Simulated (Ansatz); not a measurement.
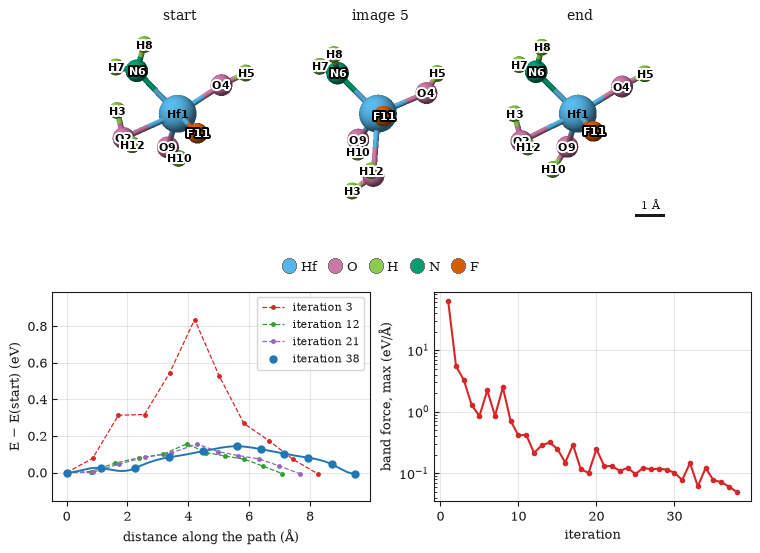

A search for the minimum-energy path of HfNH6O3F by the nudged elastic band. Images are numbered from 0 (start) to 10 (end). The plot follows the band through its iterations. A ball-and-stick model, seen at a tilt.

These are results of Ansatz 0.2.0, RKS PBE-D4/def2-SVP, not measurements. Settings: 9 movable images; climbing image; force threshold 0.05 eV/Å; iteration limit 60; starting path through a guess of the saddle point.

Q: Judge this run.

A: The run is converged, with reservations. The band converged in 38 iterations. The largest component of the band force went from 62 to 0.05 eV/Å. The climbing image converged on the top of the path. Its vibrational analysis gives 2 imaginary modes over 30i cm⁻¹, so it isn't confirmed as a transition state. The first iteration put the highest image at 10.781 eV. The energy climbs by 0.144 eV to image 5 and then falls by 0.150 eV, so the end point sits at −0.006 eV.

Cost: 11 min on 4 threads of Arm Neoverse V2, with other jobs on the host, peak memory 0.2 GiB.
